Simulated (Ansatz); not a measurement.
Process, species as SMILES: C=O (CH2-O) → O=[CH-] + H+
B3LYP-D3(BJ)/def2-TZVP geometries, fixed; electronic energies without zero-point terms.

Basis-set convergence of the deprotonation energy at CCSD(T) with Ansatz (a first-principles code). All functions are spherical. Cores are frozen. No added dispersion term, no relativity. Functions are those of the species that has most. Reference: Hartree-Fock in aug-cc-pVQZ plus the correlation part extrapolated as X^-3 from aug-cc-pVTZ and aug-cc-pVQZ, 403.57 kcal/mol, itself unsure by roughly 0.07 kcal/mol (a third of the extrapolation step and of the last Hartree-Fock step). Deviations are taken from unrounded values. Cost is core time over that of 6-311++G(2d,2p), rough, on shared machines of one kind; a dash marks a row that isn't timed (too short, read off another run, short of memory, by another algorithm or on other hardware).

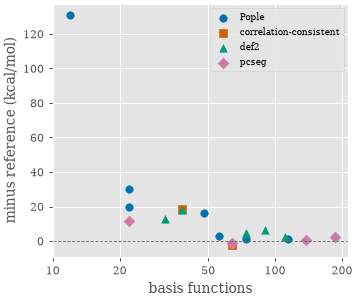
Deviation from the reference against the number of basis functions, by family of sets.

```tsv
basis	functions	deprotonation energy (kcal/mol)	minus reference (kcal/mol)	cost
STO-3G	12	534.39	130.83	-
3-21G	22	433.55	29.98	-
6-31G	22	423.46	19.89	-
pcseg-0	22	415.17	11.61	-
def2-SV(P)	32	416.25	12.69	-
cc-pVDZ	38	422.37	18.80	-
def2-SVP	38	421.76	18.19	-
6-311G**	48	419.98	16.41	-
6-311+G**	56	406.41	2.84	0.5×
aug-cc-pVDZ	64	400.98	-2.59	0.6×
aug-pcseg-1	64	402.71	-0.86	0.6×
6-311++G(2d,2p)	74	404.46	0.89	1×
def2-TZVP	74	408.48	4.91	0.6×
def2-TZVPP	90	409.76	6.19	1×
def2-TZVPPD	111	405.92	2.35	2×
6-311++G(3df,3pd)	114	404.48	0.91	2×
aug-pcseg-2	138	404.42	0.85	3×
pcseg-3	186	405.85	2.29	7×
```
